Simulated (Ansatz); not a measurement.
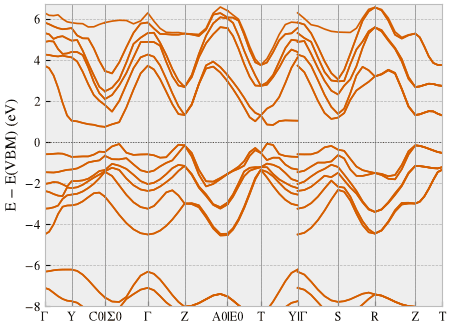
Band structure from r²SCAN+D4 with spin–orbit coupling in the plane-wave PAW code Ansatz

The gap is 0.74 eV; an edge lies off the plotted path or next to a special point (maximum on the T–Y line, 24 % of the way from T, minimum on the Y–C0 line, 95 % of the way from Y).

The material is PbSe in space group Cmcm (No. 63; Pb on 4c, Se on 4c).

The first step of the workflow began from a Materials Project structure, measured or hypothetical; the Crystallography Open Database copy checked does not list it. It is not the phase usual at ambient conditions (space group No. 225). The cell was relaxed with r²SCAN+D4 under the symmetry of its start; its stability against distortions is not shown here.

Potentials: the later of the program's two PAW sets.
